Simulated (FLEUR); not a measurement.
# Magnetic state of GdO from several starts, part 2 of 3

A self-consistent run ends on one state, which hangs on the start. Several orders of GdO are started in FLEUR and their energies compared.

FLEUR MaX-R8.1; PBE with U = 6 eV on Gd f; all-electron FLAPW, Dirac cores, scalar-relativistic bands.

So far, largest spin moment in the muffin-tin sphere (μB): step 2 (run 1 (ferro +)) 7.32.

## 3. Start 2: antiferro q=(0,0,1/2) +-

An opposed order shows whether neighbours prefer unlike signs.

This order needs a doubled cell of 4 atoms. The mesh is halved along the doubled vector, so that both cells sample the same points. The k list default-1 (kpts.xml, not shown) is a Γ-centred 8×8×4 mesh.

inp.xml

```
<?xml version="1.0" encoding="UTF-8" standalone="no"?>
<fleurInput fleurInputVersion="0.39">
   <comment>
      GdO
   </comment>
   <calculationSetup>
      <cutoffs Kmax="3.85" Gmax="11.6" GmaxXC="11.6" numbands="0"/>
      <scfLoop itmax="130" minDistance="0.0001" maxIterBroyd="15" imix="Anderson" alpha="0.05" precondParam="0.0" spinf="2.0" sdNocoIR="T"/>
      <coreElectrons ctail="T" frcor="F" kcrel="0" coretail_lmax="0"/>
      <xcFunctional name="pbe" relativisticCorrections="F"/>
      <magnetism jspins="2"/>
      <soc l_soc="F" theta="0.0" phi="0.0" spav="F"/>
      <expertModes spex="0" secvar="F"/>
      <geometryOptimization l_f="F" forcealpha="1.0" forcemix="BFGS" epsdisp="0.00001" epsforce="0.00001"/>
      <ldaU l_linMix="F" mixParam="0.05" spinf="1.0"/>
   </calculationSetup>
   <cell>
      <bzIntegration valenceElectrons="48.0" mode="hist" fermiSmearingEnergy="0.00110248">
         <kPointListSelection listName="default-1"/>
         <xi:include xmlns:xi="http://www.w3.org/2001/XInclude" href="kpts.xml"> </xi:include>
      </bzIntegration>
      <xi:include xmlns:xi="http://www.w3.org/2001/XInclude" href="sym.xml"> </xi:include>
      <bulkLattice scale="1.0">
         <bravaisMatrix>
            <row-1>    0.0000000000000000     5.1022605364200002     5.1022605364200002</row-1>
            <row-2>    5.1022605364200002     0.0000000000000000     5.1022605364200002</row-2>
            <row-3>   10.2045210728400004    10.2045210728400004     0.0000000000000000</row-3>
         </bravaisMatrix>
      </bulkLattice>
   </cell>
   <atomSpecies>
      <species name="Gadolinium7.000" element="Gd" atomicNumber="64">
         <mtSphere radius="2.75" gridPoints="909" logIncrement="0.015"/>
         <atomicCutoffs lmax="10" lnonsphr="8"/>
         <electronConfig flipSpins="F">
            <coreConfig>(1s1/2) (2s1/2) (2p1/2) (2p3/2) (3s1/2) (3p1/2) (3p3/2) (4s1/2) (3d3/2) (3d5/2) (4p1/2) (4p3/2) (4d3/2) (4d5/2)</coreConfig>
            <valenceConfig>(5s1/2) (5p1/2) (5p3/2) (6s1/2) (4f5/2) (4f7/2) (5d3/2) (5d5/2)</valenceConfig>
            <stateOccupation state="(4f5/2)" spinUp="2.5" spinDown="0.5"/>
            <stateOccupation state="(4f7/2)" spinUp="4.0" spinDown="0.0"/>
            <stateOccupation state="(5d3/2)" spinUp="0.4" spinDown="0.0"/>
            <stateOccupation state="(5d5/2)" spinUp="0.6" spinDown="0.0"/>
         </electronConfig>
         <energyParameters s="6" p="6" d="5" f="4"/>
         <ldaU l="3" U="6.0" J="0.0" l_amf="F"/>
         <lo type="SCLO" l="0" n="5" eDeriv="0"/>
         <lo type="SCLO" l="1" n="5" eDeriv="0"/>
      </species>
      <species name="Gadolinium-7.000" element="Gd" atomicNumber="64">
         <mtSphere radius="2.75" gridPoints="909" logIncrement="0.015"/>
         <atomicCutoffs lmax="10" lnonsphr="8"/>
         <electronConfig flipSpins="F">
            <coreConfig>(1s1/2) (2s1/2) (2p1/2) (2p3/2) (3s1/2) (3p1/2) (3p3/2) (4s1/2) (3d3/2) (3d5/2) (4p1/2) (4p3/2) (4d3/2) (4d5/2)</coreConfig>
            <valenceConfig>(5s1/2) (5p1/2) (5p3/2) (6s1/2) (4f5/2) (4f7/2) (5d3/2) (5d5/2)</valenceConfig>
            <stateOccupation state="(4f5/2)" spinUp="0.5" spinDown="2.5"/>
            <stateOccupation state="(4f7/2)" spinUp="0.0" spinDown="4.0"/>
            <stateOccupation state="(5d3/2)" spinUp="0.0" spinDown="0.4"/>
            <stateOccupation state="(5d5/2)" spinUp="0.0" spinDown="0.6"/>
         </electronConfig>
         <energyParameters s="6" p="6" d="5" f="4"/>
         <ldaU l="3" U="6.0" J="0.0" l_amf="F"/>
         <lo type="SCLO" l="0" n="5" eDeriv="0"/>
         <lo type="SCLO" l="1" n="5" eDeriv="0"/>
      </species>
      <species name="Oxygen (O)" element="O" atomicNumber="8">
         <mtSphere radius="1.56" gridPoints="517" logIncrement="0.021"/>
         <atomicCutoffs lmax="6" lnonsphr="4"/>
         <electronConfig flipSpins="F">
            <coreConfig>(1s1/2)</coreConfig>
            <valenceConfig>(2s1/2) (2p1/2) (2p3/2)</valenceConfig>
            <stateOccupation state="(2p1/2)" spinUp="0.666667" spinDown="0.666667"/>
            <stateOccupation state="(2p3/2)" spinUp="1.333333" spinDown="1.333333"/>
         </electronConfig>
         <energyParameters s="2" p="2" d="3" f="4"/>
      </species>
   </atomSpecies>
   <atomGroups>
      <atomGroup species="Gadolinium7.000">
         <relPos label="                   1">.0000000000 .0000000000 .0000000000</relPos>
         <force calculate="T" relaxXYZ="TTT"/>
      </atomGroup>
      <atomGroup species="Gadolinium-7.000">
         <relPos label="                   2">.0000000000 .0000000000 1.000/2.000</relPos>
         <force calculate="T" relaxXYZ="TTT"/>
      </atomGroup>
      <atomGroup species="Oxygen (O)">
         <relPos label="                   3">1.000/4.000 1.000/4.000 1.000/8.000</relPos>
         <force calculate="T" relaxXYZ="TTT"/>
      </atomGroup>
      <atomGroup species="Oxygen (O)">
         <relPos label="                   4">1.000/4.000 1.000/4.000 -3.000/8.000</relPos>
         <force calculate="T" relaxXYZ="TTT"/>
      </atomGroup>
   </atomGroups>
   <output dos="F" band="F" slice="F">
      <bandDOS minEnergy="-.5*Htr" maxEnergy="0.5*Htr" sigma="0.015" storeEVData="T"/>
      <plotting iplot="0" polar="F">
         <plot TwoD="T" vec1="  1.0  0.0  0.0" vec2="  0.0  1.0  0.0" vec3="  0.0  0.0  1.0" zero="  0.0  0.0  0.0" file="plot"/>
      </plotting>
      <moessbauerParams electricFieldGradient="F" isomerShift="F" coreHyperfine="F" valenceHyperfine="F"/>
   </output>
</fleurInput>
```

crystal.txt

```
GdO
&input film=F cartesian=F /
0.00000000000  2.70000000000  2.70000000000
2.70000000000  0.00000000000  2.70000000000
5.40000000000  5.40000000000  0.00000000000
1.8897261246
1.0 1.0 1.0

4
64 0.00000000000  0.00000000000  0.00000000000 : 7.000
64 0.00000000000  0.00000000000  0.50000000000 : -7.000
8 0.25000000000  0.25000000000  0.12500000000
8 0.25000000000  0.25000000000  0.62500000000

&kpt div1=8 div2=8 div3=4 gamma=T /
```

Command:

```bash
OMP_NUM_THREADS=1 inpgen -f crystal.txt > inpgen.log  # inp.xml is then edited as shown
OMP_NUM_THREADS=1 mpirun -n 4 fleur_MPI > fleur.log
```

The log of the run:

```text
[banner, memory and clock lines left out]
Welcome to FLEUR        (www.flapw.de)
      MaX-Release 8.1          (www.max-centre.eu)

 ========== k-point set info ==========
 Selected k-point list: default-1
 k-point list type: mesh
 0 x 0 x 0
 Number of k points: 80

 ------------Calculation Setup---------------------------
 Number of PE/node        :            4
 Number of OMP-threads    :            1
 k-points in parallel     :            4
 pe's per k-point         :            1
 No of k-point loops      :           20
 Eigenvalue solver        :       lapack
 Number of basis functions:          551
 Approximate size of matrices (H+S) per k-point:         0.009 GB
 Iteration:     1   Distance:      25.43805267 me/bohr^3
 Iteration:     2   Distance:      24.33210178 me/bohr^3
 Iteration:     3   Distance:      16.99460767 me/bohr^3
 Iteration:     4   Distance:      14.99816243 me/bohr^3
 Iteration:     5   Distance:       2.13250297 me/bohr^3
 Iteration:     6   Distance:       0.98053502 me/bohr^3
 Iteration:     7   Distance:       0.77349260 me/bohr^3
 Iteration:     8   Distance:       0.36928133 me/bohr^3
 Iteration:     9   Distance:       0.24130400 me/bohr^3
 Iteration:    10   Distance:       0.13859349 me/bohr^3
 Iteration:    11   Distance:       0.03866392 me/bohr^3
 Iteration:    12   Distance:       0.01659874 me/bohr^3
 Iteration:    13   Distance:       0.01731128 me/bohr^3
 Iteration:    14   Distance:       0.00269023 me/bohr^3
 Iteration:    15   Distance:       0.00249362 me/bohr^3
 Iteration:    16   Distance:       0.00233283 me/bohr^3
 Iteration:    17   Distance:       0.00143124 me/bohr^3
 Iteration:    18   Distance:       0.00069530 me/bohr^3
 Iteration:    19   Distance:       0.00012961 me/bohr^3
 Iteration:    20   Distance:       0.00011405 me/bohr^3
 Iteration:    21   Distance:       0.00006872 me/bohr^3

 ********************************************************************
 Run finished successfully
 Stop message:
   all done
 ********************************************************************

--- out.xml (last complete iteration) ---
<iteration numberForCurrentRun="   21" overallNumber="   21">
         [... left out ...]
         <bandgap value="0.3973238335" units="eV"/>
         <sumValenceSingleParticleEnergies value="-9.9290423428" units="Htr"/>
         <FermiEnergy value="0.3369883223" units="Htr"/>
         <valenceDensity>
            <mtCharges spin="1">
               <mtCharge atomType="1" total="11.5729253" s="1.0798092" p="3.0061277" d="0.4692714" f="7.0010362"/>
               <mtCharge atomType="2" total="4.4047499" s="1.0605806" p="2.9616029" d="0.2978549" f="0.0679668"/>
               <mtCharge atomType="3" total="2.5076251" s="0.7799516" p="1.7236344" d="0.0034968" f="0.0004512"/>
               <mtCharge atomType="4" total="2.5116137" s="0.7780844" p="1.7305800" d="0.0025211" f="0.0003581"/>
            </mtCharges>
            <mtCharges spin="2">
               <mtCharge atomType="1" total="4.4047499" s="1.0605806" p="2.9616029" d="0.2978549" f="0.0679668"/>
               <mtCharge atomType="2" total="11.5729253" s="1.0798092" p="3.0061277" d="0.4692714" f="7.0010362"/>
               <mtCharge atomType="3" total="2.5116137" s="0.7780844" p="1.7305800" d="0.0025211" f="0.0003581"/>
               <mtCharge atomType="4" total="2.5076251" s="0.7799516" p="1.7236344" d="0.0034968" f="0.0004512"/>
            </mtCharges>
            <spinDependentCharge spin="1" total="24.0000000" interstitial="3.0030861" mtSpheres="20.9969139"/>
            <spinDependentCharge spin="2" total="24.0000000" interstitial="3.0030861" mtSpheres="20.9969139"/>
            <totalCharge value="48.0000000000"/>
         </valenceDensity>
         [... left out ...]
         <magneticMomentsInMTSpheres units="muBohr">
            <globalMagMoment atomType="1" vec="0.00000   0.00000   7.16818"/>
            <localMagMoment atomType="1" vec="0.00000   0.00000   7.16818"/>
            <globalMagMoment atomType="2" vec="0.00000   0.00000  -7.16818"/>
            <localMagMoment atomType="2" vec="0.00000   0.00000  -7.16818"/>
            <globalMagMoment atomType="3" vec="0.00000   0.00000  -0.00399"/>
            <localMagMoment atomType="3" vec="0.00000   0.00000  -0.00399"/>
            <globalMagMoment atomType="4" vec="0.00000   0.00000   0.00399"/>
            <localMagMoment atomType="4" vec="0.00000   0.00000   0.00399"/>
         </magneticMomentsInMTSpheres>
         [... left out ...]
         <totalEnergy value="   -22711.8376716711" units="Htr">
            <sumOfEigenvalues value="   -13962.8075131677">
               <coreElectrons value="-13952.8784708249"/>
               <valenceElectrons value="-9.9290423428"/>
            </sumOfEigenvalues>
            <densityCoulombPotentialIntegral value="-38039.2740740033"/>
            <densityEffectivePotentialIntegral value="-38715.9986875551"/>
            <chargeDenXCDenIntegral value="-517.9923980984"/>
            <FockExchangeEnergyValence value="0.0000000000"/>
            <FockExchangeEnergyCore value="0.0000000000"/>
         [... left out ...]
            <dftUCorrection value="-1.5441977014"/>
            <tkbTimesEntropy value="0.0000004265"/>
            <freeEnergy value="-22711.8376720976"/>
            <extrapolationTo0K value="-22711.8376718844"/>
         </totalEnergy>
         [... left out ...]
         <ldaUDensityMatrixConvergence>
            <distance spin="1" distance="0.000001"/>
            <distance spin="2" distance="0.000001"/>
         </ldaUDensityMatrixConvergence>
         <densityConvergence units="me/bohr^3">
            <chargeDensity spin="1" distance="0.0000416536"/>
            <chargeDensity spin="2" distance="0.0000416532"/>
            <overallChargeDensity distance="0.0000687226"/>
            <spinDensity distance="0.0000470874"/>
         </densityConvergence>
      </iteration>
```

Elapsed: 2.5 min, on 4 MPI ranks of Intel Xeon Platinum 8375C at 2.90GHz (Ice Lake), shared host; peak memory 0.64 GiB.

Spin moment in the muffin-tin sphere by atom:

```
atom  spin moment in the muffin-tin sphere (μB)
 Gd1                                       7.17
 Gd2                                      -7.17
  O3                                       0.00
  O4                                       0.00
```

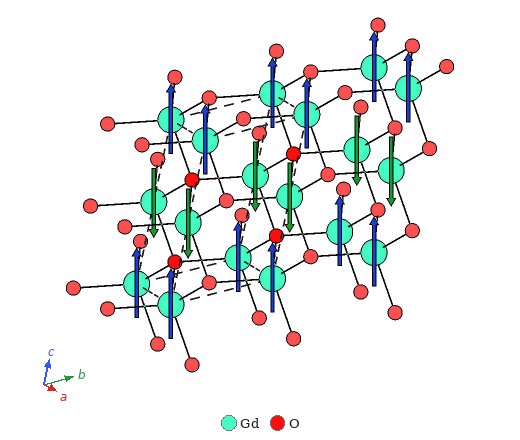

Spin moment in the muffin-tin sphere as arrows, the longest 7.17 μB. Up and down stand for the sign. Arrows give size and sign along the axis of quantisation, drawn up and down the page. The two directions have two colours. 1×2×1 cells are drawn. Some periodic images of atoms are drawn too.

Read from the output:

| Property | Result |
| --- | --- |
| free energy | -618020.5873 eV |
| program's band gap on this mesh (in a metal only a level spacing) | 0.3973 eV |
| magnetization | 0 μB |
| final state | antiferromagnetic |

It lies 33.8 meV a seeded atom over the first start, and its largest moment is 7.17 μB against 7.32 μB.

## 4. Start 3: antiferro q=(0,1/2,1/2) +-

An opposed order shows whether neighbours prefer unlike signs.

This order needs a doubled cell of 4 atoms. The mesh is halved along the doubled vector, so that both cells sample the same points. The k list default-1 (kpts.xml, not shown) is a Γ-centred 8×4×8 mesh.

Edit inp.xml of step 3 so:

```diff
@@ -25,4 +25,4 @@
             <row-1>    0.0000000000000000     5.1022605364200002     5.1022605364200002</row-1>
-            <row-2>    5.1022605364200002     0.0000000000000000     5.1022605364200002</row-2>
-            <row-3>   10.2045210728400004    10.2045210728400004     0.0000000000000000</row-3>
+            <row-2>   10.2045210728400004     0.0000000000000000    10.2045210728400004</row-2>
+            <row-3>   10.2045210728400004     5.1022605364200002     5.1022605364200002</row-3>
          </bravaisMatrix>
@@ -81,3 +81,3 @@
       <atomGroup species="Gadolinium-7.000">
-         <relPos label="                   2">.0000000000 .0000000000 1.000/2.000</relPos>
+         <relPos label="                   2">.0000000000 1.000/2.000 .0000000000</relPos>
          <force calculate="T" relaxXYZ="TTT"/>
@@ -85,7 +85,4 @@
       <atomGroup species="Oxygen (O)">
-         <relPos label="                   3">1.000/4.000 1.000/4.000 1.000/8.000</relPos>
-         <force calculate="T" relaxXYZ="TTT"/>
-      </atomGroup>
-      <atomGroup species="Oxygen (O)">
-         <relPos label="                   4">1.000/4.000 1.000/4.000 -3.000/8.000</relPos>
+         <relPos label="                   3">1.000/4.000 .0000000000 1.000/4.000</relPos>
+         <relPos label="                   4">1.000/4.000 1.000/2.000 1.000/4.000</relPos>
          <force calculate="T" relaxXYZ="TTT"/>
```

crystal.txt

```
GdO
&input film=F cartesian=F /
0.00000000000  2.70000000000  2.70000000000
5.40000000000  0.00000000000  5.40000000000
5.40000000000  2.70000000000  2.70000000000
1.8897261246
1.0 1.0 1.0

4
64 0.00000000000  0.00000000000  0.00000000000 : 7.000
64 0.00000000000  0.50000000000  0.00000000000 : -7.000
8 0.25000000000  0.00000000000  0.25000000000
8 0.25000000000  0.50000000000  0.25000000000

&kpt div1=8 div2=4 div3=8 gamma=T /
```

The log of the run:

```text
[banner, memory and clock lines left out]
Welcome to FLEUR        (www.flapw.de)
      MaX-Release 8.1          (www.max-centre.eu)

 ========== k-point set info ==========
 Selected k-point list: default-1
 k-point list type: mesh
 0 x 0 x 0
 Number of k points: 80

 [... set-up left out ...]
 Iteration:     1   Distance:      25.08007648 me/bohr^3
 Iteration:     2   Distance:      23.97575167 me/bohr^3
 Iteration:     3   Distance:      17.01613356 me/bohr^3
 Iteration:     4   Distance:      13.68001756 me/bohr^3
 Iteration:     5   Distance:       2.49116685 me/bohr^3
[...]
[... left out ...]
            <freeEnergy value="-22711.8245064579"/>
            <extrapolationTo0K value="-22711.8242965743"/>
         </totalEnergy>
         [... left out ...]
         <ldaUDensityMatrixConvergence>
            <distance spin="1" distance="0.000001"/>
            <distance spin="2" distance="0.000001"/>
         </ldaUDensityMatrixConvergence>
         <densityConvergence units="me/bohr^3">
            <chargeDensity spin="1" distance="0.0000315609"/>
            <chargeDensity spin="2" distance="0.0000315609"/>
            <overallChargeDensity distance="0.0000371239"/>
            <spinDensity distance="0.0000510508"/>
         </densityConvergence>
      </iteration>
```

Wall time 2.5 min (4 MPI ranks); peak memory 0.57 GiB; 10 min of CPU time.

Spin moment in the muffin-tin sphere by atom:

```
atom  spin moment in the muffin-tin sphere (μB)
 Gd1                                       7.05
 Gd2                                      -7.05
  O3                                       0.00
  O4                                       0.00
```

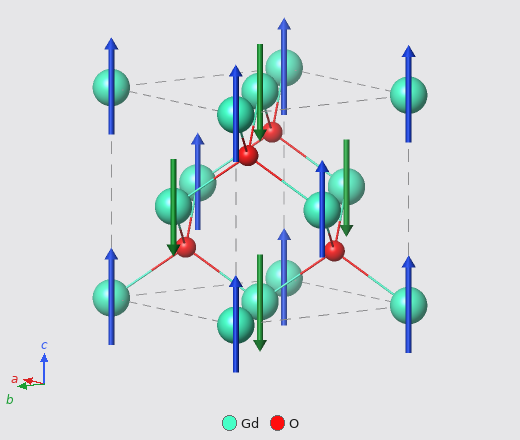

Spin moment in the muffin-tin sphere as arrows, the longest 7.05 μB. Up and down stand for the sign. Arrows give size and sign along the axis of quantisation, drawn up and down the page. The two directions have two colours. Bonds to atoms that aren't drawn are left out. Some periodic images of atoms are drawn too.

Read from the output:

```yaml
free_energy: -618020.2290 eV
program_s_band_gap_on_this_mesh_in_a_metal_only_a_level_spacing: 0 eV
magnetization: 0 μB
final_state: antiferromagnetic
```

It lies 213 meV a seeded atom over the first start, and its largest moment is 7.05 μB against 7.32 μB.

## 5. Ranking

Free energies are divided by the number of seeded atoms, so that cells of unlike size compare. Wavevectors q in the names are fractions of the primitive cell's reciprocal vectors.

Orders:

```
                     start        final state  typed order kept  energy over the lowest (meV a seeded atom)  largest sphere moment (μB)  net moment (μB a primitive cell)  mesh matched  CPU time (s)
                   ferro +      ferromagnetic               yes                                           0                       7.321                             7.941           yes         71.49
  antiferro q=(0,0,1/2) +-  antiferromagnetic               yes                                       33.79                       7.168                                 0           yes         610.2
antiferro q=(0,1/2,1/2) +-  antiferromagnetic               yes                                       212.9                       7.053                                 0           yes         603.2
```

[end of part 2 of 3]

[Logs and program files are shortened in this print: banners, set-up blocks, solver, clock and traceback lines can be left out without a mark of their own.]

[Logs are printed without paths, hosts, clocks, repeated set-up lines and the standing remarks that a program may print on its own settings, such as how far it seeks lower states.]

[Hosts, paths, dates, database ids (printed as entryN), source tags and the programs' standing remarks are cut or masked in the printed files.]

[Where a cell is said to come from a database of computed structures, the database is the Materials Project.]
